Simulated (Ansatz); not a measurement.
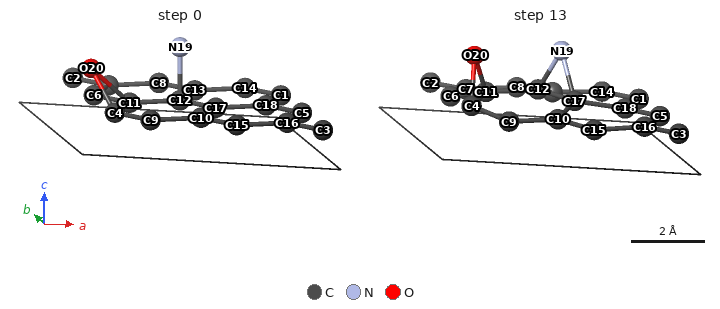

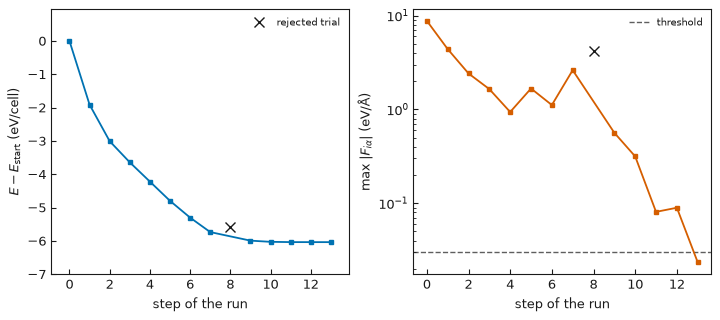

First and last geometry of a relaxation of a slab of composition C18NO, with the history of the run. A ball-and-stick model of the cell of the calculation, outlined in the plane, without the vacuum (origin shifted), seen slightly off an axis.

It is NO on graphene monolayer, set down by a guess. The run prepares an end point of a later path (dissociation) calculation, from a guessed geometry.

Theory: Ansatz, DFT LDA, scalar-relativistic, plane waves, PAW. (plane-wave cutoff 420 eV; k-point mesh 2 × 2 × 1; occupations gaussian; smearing width 0.02 eV; collinear spin; atoms relaxed in a fixed cell; force threshold 0.03 eV/Å; at most 60 steps)

### Read the history and describe the run.

It converged. The largest moves relative to the layer's centre, 0.74 Å, are those of N19 and O20. N19 goes within the plane. By element the largest moves are N 0.74 Å, O 0.74 Å, C 0.31 Å. The cell stays as it was. Some distances before and after: C3–O20 1.669 → 2.371 Å, C17–N19 2.061 → 1.459 Å, C11–O20 1.669 → 1.430 Å, C12–C17 1.424 → 1.499 Å. New bonds form, among them: C17–N19 (2.06 → 1.46 Å). Among the angles between lasting bonds that change: C3–C4–O20 70.9° → 109.2°, C6–C11–O20 81.8° → 114.6°, C17–C12–N19 90.0° → 59.3°. The energy falls by 6.037 eV per cell of the calculation in 12 accepted moves (13 points after the start). Largest force component: 8.8 eV/Å at the start, 0.024 eV/Å at the end. The line search rejected the trial step at point 8 of the run. Cost: 76 s on 2 threads of INTEL(R) XEON(R) PLATINUM 8581C CPU @ 2.10GHz (Emerald Rapids), with other jobs on the host, peak memory 1 GiB.

```csv
step,"E − E(0), meV/atom","largest force component, eV/Å",note
0,0.00,8.8007,
1,-95.61,4.4006,
2,-150.39,2.4188,
3,-182.11,1.6467,
4,-211.01,0.9394,
5,-239.88,1.6716,
6,-265.05,1.1145,
7,-286.75,2.6205,
8,-279.76,4.1451,rejected
9,-299.61,0.5634,
10,-301.40,0.3156,
11,-301.81,0.0809,
12,-301.84,0.0896,
13,-301.86,0.0235,
```

Limits of the set-up: the periodic images lie only 7.4 Å apart, so the values are limited by the cell's size.
